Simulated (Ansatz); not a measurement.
**BP: carrier doping**

Start from BP in the wurtzite structure (space group P6_3mc, No. 186; a = 3.1793 Å, c = 5.2745 Å; a cell from a computed database, its experimental status unchecked).

Carriers are added at fixed cell with a uniform background; the Fermi–Dirac width is that of 300 K.

All numbers come from Kohn–Sham DFT with the PBEsol functional, run in Ansatz (a program for electronic structure) with PAW and 420 eV plane waves, no spin-orbit coupling.

Notes on the quantities. Fermi level from band edge: Fermi level relative to the doped band's edge (positive inside the band; to 0.05 eV).

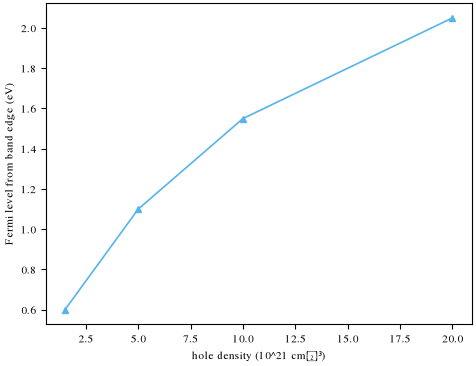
Figure: Fermi level from band edge against hole density

### Question
From the plot, what is the Fermi level from band edge for holes 5.0×10^21 cm⁻³?

### Answer
About 1.1 eV.

### Question
Is the trend monotonic over the range shown?

### Answer
Yes, it rises throughout, spanning +0.60 eV to +2.05 eV.

Carriers are added with a uniform compensating background; total energy and stress of such cells depend on the potential's zero and are not compared; many-body gap narrowing is missing at this level. Stability against distortions was not tested. This is not the structure that BP has at room temperature and ambient pressure.
